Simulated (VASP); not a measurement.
Band structure of Mo (bcc). These are vdW-DF2, VASP's PBE PAW potentials (set 64) (plane waves; VASP 6.6.1) values and carry that method's errors.

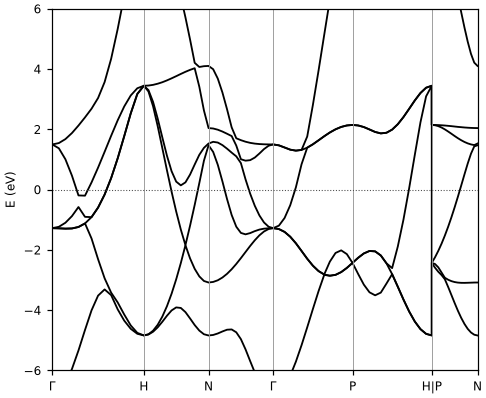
Bands along high-symmetry lines, zero at the valence-band maximum or, without a gap, the Fermi level

### Question
Read the plot: is there a gap, and where are the band edges?

### Answer
It has no gap at this level: it comes out as a metal or semimetal. (Edges off the drawn lines would not show.)

The compound is Mo in the bcc structure. It was relaxed first, which changed the volume by +8 %.
